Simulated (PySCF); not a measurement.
## A study: C2H5Sb, SMILES `C#C.[SbH3]`

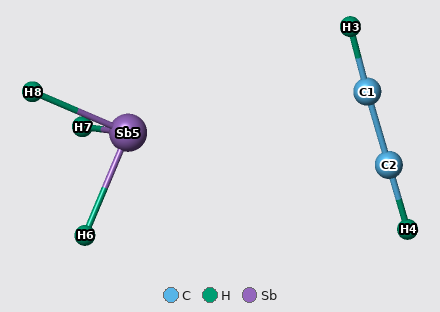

The molecule, with its atoms numbered as below. The pair's geometry is semi-empirical, so its contact may be too short or too long.

Cartesian coordinates (Å):

```
C1      -2.8657    0.6205   -0.0001
C2      -3.2059   -0.5248    0.0003
H3      -2.5949    1.6365   -0.0003
H4      -3.5031   -1.5321    0.0012
Sb5      0.7372    0.0067   -0.0131
H6       1.4071   -1.4514   -0.5228
H7       1.3061   -0.3186    1.5386
H8       2.2158    0.7476   -0.3485
```

### 1. Bonding charge

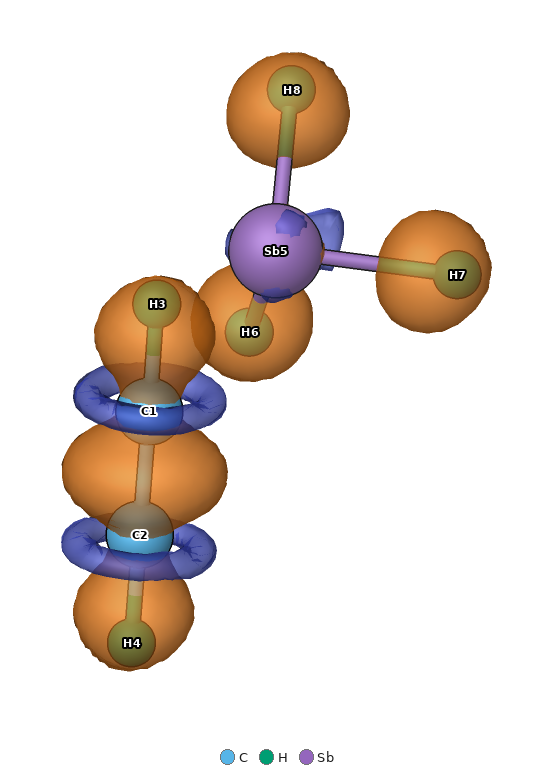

Deformation density (molecule less spherical, spin-averaged free atoms at the same positions), surfaces at ±0.1 e/Å³; orange: gain, blue: loss.

Computed with PySCF, r2SCAN/def2-TZVP, geometry: GFN2-xTB. Core potentials replace the inner electrons of Sb; spin–orbit coupling isn't included.

How much density has each bond gained at its critical point, relative to the free atoms?

Answer. C1–C2: +0.91 e/Å³ at the bond critical point (bond length 1.20 Å, Mayer order 3.0). C1–H3: +0.79 e/Å³ at the bond critical point (bond length 1.05 Å, Mayer order 1.0). C2–H4: +0.79 e/Å³ at the bond critical point (bond length 1.05 Å, Mayer order 1.0). Sb5–H6: +0.20 e/Å³ at the bond critical point (bond length 1.68 Å, Mayer order 1.0). Sb5–H7: +0.20 e/Å³ at the bond critical point (bond length 1.68 Å, Mayer order 1.0). Sb5–H8: +0.20 e/Å³ at the bond critical point (bond length 1.69 Å, Mayer order 1.0). In all, 1.7 electrons gather in the regions of gain relative to the promolecule.

Where do the Hirshfeld charges lie?

Answer. The highest Hirshfeld charge is on Sb5 (+0.21 e), the lowest on C2 (−0.10 e).

### 2. Bond critical points

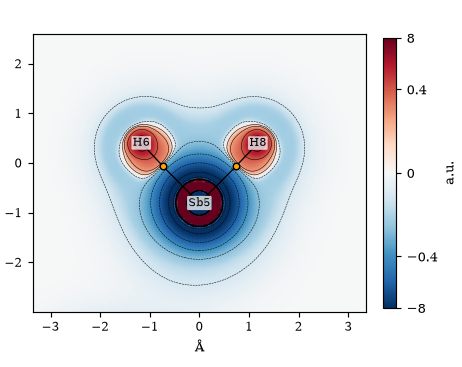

Negative Laplacian of the density (−∇²ρ) in the plane of Sb5, H6 and H8 (red positive, blue negative, colour scale in a.u., logarithmic beyond ±0.04), with bond paths and bond critical points (dots).

Sort the bonds in the plane by the sign of ∇²ρ at their critical points.

Answer. At none is it concentrated. Depleted (∇²ρ > 0): Sb5–H6 (+0.03 a.u., H = −0.068); Sb5–H8 (+0.03 a.u., H = −0.067).

Where along Sb5–H6 does the critical point lie?

Answer. 1.06 Å from Sb5 and 0.63 Å from H6.

### 3. Electrostatic potential

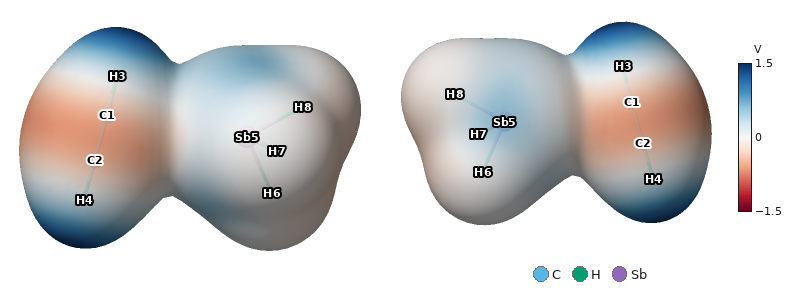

Electrostatic potential on the surface of electron density 0.001 a.u. (back view left, front view right).

Where are the extremes of the potential on the surface?

Answer. Highest: 1.48 V, 1.2 Å from H4. Further maxima include 0.67 V, near Sb5 (2.27 Å), H8 (2.31 Å) and H7 (2.39 Å); 0.61 V, off the Sb5–H6 bond (2.1 to 2.3 Å from its atoms). Lowest: −0.64 V, off the C1–C2 bond (2.1 Å from its atoms). Further minima include −0.31 V, 1.7 Å from H8. The surface is sampled at points, so like sites can differ by a few per cent and only the strongest of them is named.

What volume does the surface enclose, and what is the dipole moment?

Answer. About 120 Å³; the dipole moment is 0.6 D.

The PySCF run shown took 27 s on 1 thread of Intel(R) Xeon(R) Platinum 8375C CPU @ 2.90GHz (Ice Lake), on a shared host.
